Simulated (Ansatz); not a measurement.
# A hypothetical structure for In3SbO4, part 2 of 2

Starting from a made-up structure for In3SbO4, the aim is the relaxed cell, its shortest contacts and, where a second run follows, its electronic structure.

Ansatz 0.2.0; DFT, PBE, plane-wave PAW, files of the set soft_1, scalar-relativistic, no spin, cell and ions relaxed at zero pressure; PAW set soft_1 (the session's first sound run).

So far: Set-up; Relaxing cell and atoms.

## Step 2: Relaxing cell and atoms (continued)

The steps of the relaxation:

| step | energy less that of the first step (eV) | largest force component (eV/Å) | pressure (GPa) | volume (Å³) |
| --- | --- | --- | --- | --- |
| 1 | 0.0000 | 0.2699 | 0.71 | 154.32 |
| 2 | 0.0225 | 0.0808 | -1.54 | 171.75 |
| 3 | -0.0356 | 0.2459 | 1.61 | 159.19 |
| 4 | -0.0509 | 0.0150 | -0.02 | 161.69 |
| 5* | -0.0629 | 0.0149 | 0.11 | 161.69 |
| 6 | -0.0625 | 0.0007 | 0.01 | 162.42 |
| 7* | -0.0633 | 0.0007 | 0.02 | 162.42 |

Relaxation steps marked * repeat the geometry before them on a plane-wave basis chosen anew for their cell, so energy and pressure can jump there. Relaxation step 2 was tried and not accepted.

Forces are held to the 24 operations that the run works with; a distortion that breaks them can't arise in this run.

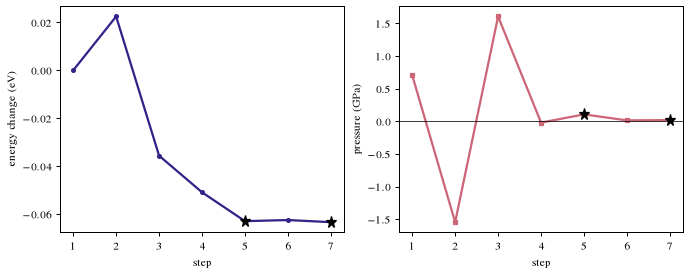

Energy and pressure along the relaxation. Stars mark steps on a basis chosen anew.

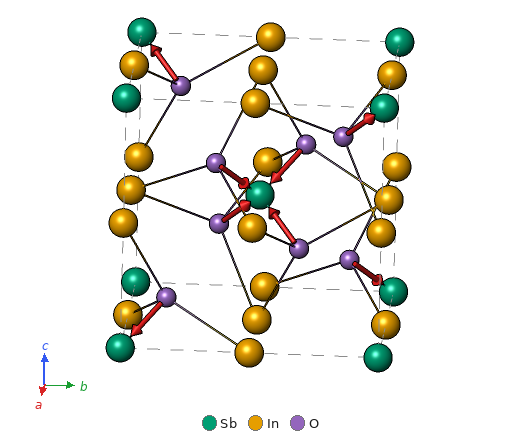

Displacements in the relaxation, exaggerated, measured against the changing cell; the longest in the cell stands for 0.05 Å. Bonds to atoms that aren't drawn are left out. Some periodic images of atoms are drawn too.

| conventional cell, symmetrised | before | after | change |
| --- | --- | --- | --- |
| a (Å) | 6.758 | 6.874 | +1.7 % |
| b (Å) | 6.758 | 6.874 | +1.7 % |
| c (Å) | 6.758 | 6.874 | +1.7 % |
| volume (Å³/atom) | 19.29 | 20.30 | +5.2 % |

The atoms that moved most (Å, as changes of fractional coordinates times the final cell):

| atom | dx | dy | dz | length |
| --- | --- | --- | --- | --- |
| O6 | 0.029 | 0.029 | 0.029 | 0.050 |
| O8 | 0.029 | -0.029 | -0.029 | 0.050 |
| O5 | -0.029 | 0.029 | -0.029 | 0.050 |
| O7 | -0.029 | -0.029 | 0.029 | 0.050 |

This step gave:

```yaml
free_energy: -25544.1470 eV
fermi_energy: 7.111 eV
gap_by_band_count: 1.299 eV
electrons: 78
symmetry_operations: 24
pressure: 0.01877 GPa
```

Shortest distances by pair of elements, guess and relaxed (not always the same contact):

| pair | guess (Å) | relaxed (Å) |
| --- | --- | --- |
| O–Sb | 1.931 | 1.915 |
| In–O | 2.759 | 2.807 |
| O–O | 3.154 | 3.127 |
| In–Sb | 3.379 | 3.437 |
| In–In | 3.379 | 3.437 |

The relaxation ends with a largest force component of 7.4e-4 eV/Å and a pressure of 0.02 GPa.

## Step 3: Electronic structure of the relaxed cell

A second self-consistent run takes a narrower smearing and the mesh shown in its input; the bands follow along the standard path of the relaxed lattice.

This step: DFT, PBE, plane-wave PAW, files of the set soft_1, scalar-relativistic, no spin, bands and density of states at the relaxed cell; PAW set soft_1 (Ansatz 0.2.0).

The input, input.yaml:

```yaml
crystal:
  lattice:
    - [-3.4371255092, 3.4371255092, 3.4371255092]
    - [3.4371255092, -3.4371255092, 3.4371255092]
    - [3.4371255092, 3.4371255092, -3.4371255092]
  atoms:
    - { symbol: Sb, position: [0.0, 0.0, 0.0] }
    - { symbol: In, position: [0.5, 0.0, 0.5] }
    - { symbol: In, position: [0.0, 0.5, 0.5] }
    - { symbol: In, position: [0.5, 0.5, 0.0] }
    - { symbol: O, position: [0.0, 0.3216275025, 0.0] }
    - { symbol: O, position: [0.6783724975, 0.6783724975, 0.6783724975] }
    - { symbol: O, position: [0.0, 0.0, 0.3216275025] }
    - { symbol: O, position: [0.3216275025, 0.0, 0.0] }
kpoints:
  mp_grid: { grid: [6, 6, 6] }
  band_path:
    path:
      - [[0.0, 0.0, 0.0], [0.5, -0.5, 0.5], [0.0, 0.0, 0.5], [0.0, 0.0, 0.0], [0.25, 0.25, 0.25], [0.5, -0.5, 0.5]]
      - [[0.25, 0.25, 0.25], [0.0, 0.0, 0.5]]
    npoints: 13
scf:
  occupations: { method: fermi_dirac, width: 0.03 }
  n_extra_bands: 12
hamiltonian:
  xc: pbe
  pseudopotentials: { kind: paw, azcp: { folder: soft_1 } }
output:
  forces: true
  stress: true
  write_bands: true
  dos: { projected: true }
  write_density: true
  write_potential: true
  elf: true
  volumetric_format: npy
```

Run with:

```
$ ansatz run input.yaml --threads 4 --pin off --max-ram 10240MiB --backend cpu --events-out ev --progress --plain --runs-dir out
```

Numbers of over 12 decimals in the logs are rounded to 6 here.

The log of the run:

```text
[...]
Crystal: 8 atoms, lattice volume = 162.422 Å³
Basis set: ecut = 420 eV, 3103 PW (Γ), exchange–correlation on 80×80×80 points (8 copies of the dense FFT grid, shifted against one another)
Bands: 51, of which v1, the nominal top of the filled ones, is band 39 counted from 1 (38 counted from 0)
Symmetry: 24 space group operations
[...]
k-points: 16 of 216 (time reversal used)
[...]
SCF iter   1: F=—  HF=-25545.621295 eV  |F-HF|=—  |Δ(HF+E_count)|=         —  Δρ=4.95e-2  dr2=4.74e0  ethr=3.10e-3  ⟨swp⟩=6.1  Hψ=3463  notcnv=0  defer=6
[...]
SCF iter   8: F=-25544.147045 eV  HF=-25544.147045 eV  |F-HF|=1.62e-8  |Δ(HF+E_count)|=   1.62e-6  Δρ=4.05e-6  dr2=2.24e-8  ethr=1.28e-10  ⟨swp⟩=17.1  Hψ=7373  notcnv=0
SCF 1 converged in 8 iterations: F = -25544.147045 eV  dr2 = 2.24e-8
[...]
NSCF: frozen V_eff on 80 k-points
SCF converged after 8 iterations
Free energy (F): -25544.147045 eV
[...]
Internal energy: -25544.147045 eV  (E = F + TS)
E sigma→0 (E₀):  -25544.147045 eV
Fermi energy:    7.096871 eV
[...]
--- Forces (eV/Å), atoms counted from 1 ---
  atom   1  Sb     0.00000000     0.00000000     0.00000000
  atom   2  In     0.00000000     0.00000000    -0.00000000
  atom   3  In     0.00000000    -0.00000000     0.00000000
  atom   4  In    -0.00000000     0.00000000     0.00000000
  atom   5  O     -0.00070627     0.00070627    -0.00070627
  atom   6  O      0.00070627     0.00070627     0.00070627
  atom   7  O     -0.00070627    -0.00070627     0.00070627
  atom   8  O      0.00070627    -0.00070627    -0.00070627
  max |Σ_I F_I| component: 3.59e-17 eV/Å
--- Stress (GPa, compression-positive) ---
        0.018864      -0.000000       0.000000
        0.000000       0.018864      -0.000000
        0.000000      -0.000000       0.018864
  P = ⅓ Tr σ = 0.0189 GPa (0.189 kbar)
--- Band table (eV; the first three rows and the last of 16) ---
  k-point 0: bands = [... 35 lower, 4.3360, 4.3360, 6.3552, 6.3552, 8.9892, 8.9892, 8.9892, 9.4899, ... 8 higher]
  k-point 1: bands = [... 35 lower, 4.3108, 4.5351, 6.2920, 6.3324, 8.7806, 9.1144, 9.1774, 9.3221, ... 8 higher]
  k-point 2: bands = [... 35 lower, 4.5902, 4.9747, 6.1122, 6.1697, 8.4261, 9.0337, 9.6556, 9.7503, ... 8 higher]
  k-point 15: bands = [... 35 lower, 4.7834, 5.9863, 6.4311, 6.4311, 7.7302, 7.7302, 7.7302, 9.7980, ... 8 higher]
```

It took 13 s on 4 threads of Arm Neoverse V2, shared host; peak memory 0.72 GiB; 49 s of CPU time.

This step gave:

```yaml
fermi_energy: 7.097 eV
pressure: 0.01886 GPa
gap_on_the_k_mesh: 1.299 eV
```

From bands.tsv. The electronic bands at the labelled points (eV, zero at the valence top; v1 is the highest filled band, c1 the lowest empty one):

| point | v4 | v3 | v2 | v1 | c1 | c2 | c3 | c4 |
| --- | --- | --- | --- | --- | --- | --- | --- | --- |
| Γ | -2.10 | -2.10 | -0.08 | -0.08 | 2.56 | 2.56 | 2.56 | 3.06 |
| H | -1.65 | -0.44 | 0.00 | 0.00 | 1.30 | 1.30 | 1.30 | 3.37 |
| N | -1.72 | -1.09 | -0.64 | -0.33 | 1.84 | 2.48 | 3.93 | 3.97 |
| Γ | -2.10 | -2.10 | -0.08 | -0.08 | 2.56 | 2.56 | 2.56 | 3.06 |
| P | -1.88 | -0.68 | -0.68 | -0.68 | 1.68 | 4.00 | 4.00 | 4.00 |
| H | -1.65 | -0.44 | 0.00 | 0.00 | 1.30 | 1.30 | 1.30 | 3.37 |
| jump to P | -1.88 | -0.68 | -0.68 | -0.68 | 1.68 | 4.00 | 4.00 | 4.00 |
| N | -1.72 | -1.09 | -0.64 | -0.33 | 1.84 | 2.48 | 3.93 | 3.97 |

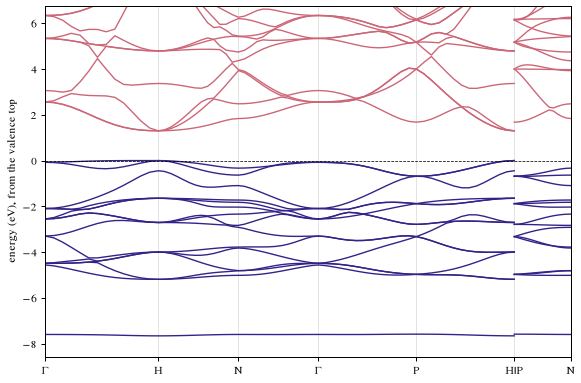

Electronic bands along the path; lines of filled and empty bands in two colours.

Counts of states for the cell as run, both spins, by energy window (eV from the valence-band top):

```csv
from,to,total
-8,-7,2.00
-7,-6,0.00
-6,-5,1.21
-5,-4,6.02
-4,-3,3.52
-3,-2,7.10
-2,-1,5.94
-1,0,4.21
0,1,0.00
1,2,1.25
2,3,4.08
3,4,2.11
4,5,2.66
5,6,5.76
```

A further 48.0 states lie below the table's range.

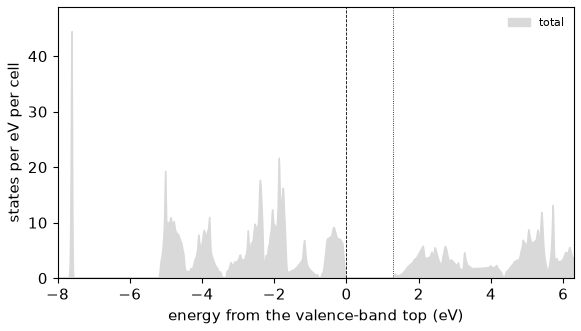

Total density of states, smoothed over about 0.04 eV. The dotted line marks the lowest empty level found on the path.

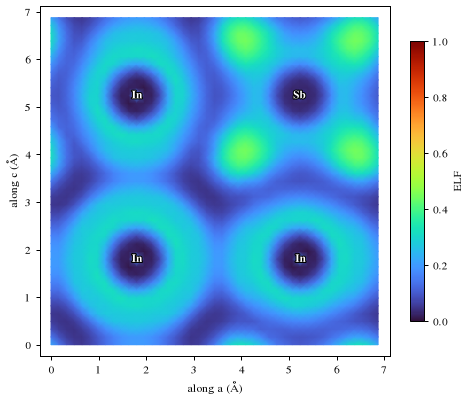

ELF in the ac plane of the conventional cell at fractional y = 0.000, with atoms of Sb and In within 0.2 Å of it. It is the smooth field of the valence electrons, not physical close to the nuclei. The map starts off the cell's origin, so that atoms lie inside it.

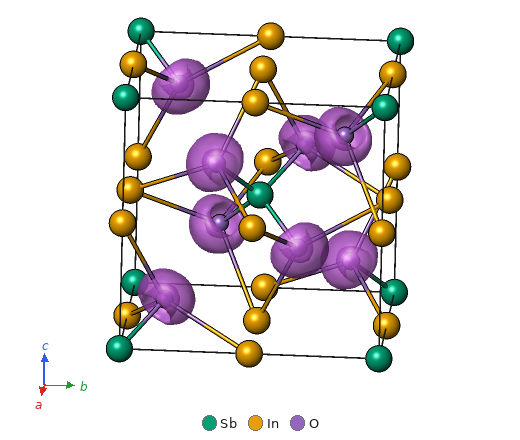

Surface of ELF = 0.77. Bonds to atoms that aren't drawn are left out.

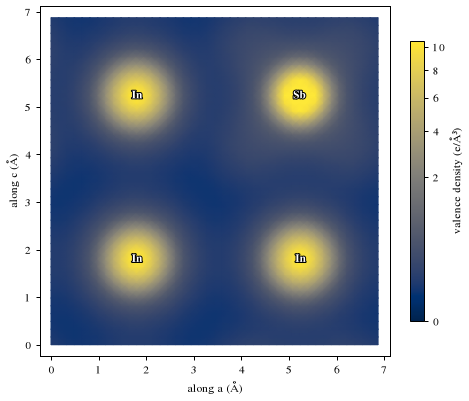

Valence density in the ac plane of the conventional cell at fractional y = 0.000, with atoms of Sb and In within 0.2 Å of it. It is the smooth field of the valence electrons, not physical close to the nuclei. The map starts off the cell's origin, so that atoms lie inside it. The colour scale is stretched toward low values.

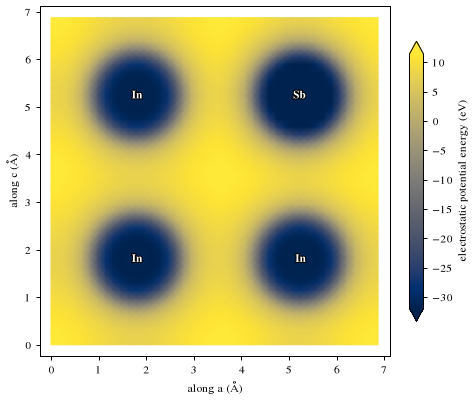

Electrostatic potential energy in the ac plane of the conventional cell at fractional y = 0.000, with atoms of Sb and In within 0.2 Å of it. With pseudopotentials it is smooth inside the atoms' cores, unlike the true potential. The map starts off the cell's origin, so that atoms lie inside it.

## Step 4: Outcome

```
space group, relaxed : I-43m
conventional cell    : a = 6.874, b = 6.874, c = 6.874 Å; α = 90.0°, β = 90.0°, γ = 90.0°
volume per atom      : 20.30 Å³ (guess 19.29)
```

In words: In3SbO4 relaxes to I-43m with a = 6.874, b = 6.874 and c = 6.874 Å. The guessed volume was 5 % too small. The space group I-43m was held in the relaxation, so the end point is a stationary structure within it and may be a saddle against distortions or other arrangements. It has a direct Kohn–Sham gap of 1.30 eV, which semilocal functionals understate. On the 6×6×6 mesh with the narrower smearing (relaxed on 6×6×6) the largest force component is 0.001 eV/Å and the largest stress component is 0.019 GPa, within the relaxation's thresholds of 0.015 eV/Å and 0.05 GPa. The cutoff wasn't tested. Spin-orbit coupling is left out, which can matter for elements this heavy. No dispersion term is used, so weakly bound directions may come out too long. Nothing here tests whether the compound is stable against decomposition.

[Logs are printed without paths, hosts, clocks, repeated set-up lines and the standing remarks that a program may print on its own settings, such as how far it seeks lower states.]

[Hosts, paths, dates, database ids (printed as entryN), source tags and the programs' standing remarks are cut or masked in the printed files.]
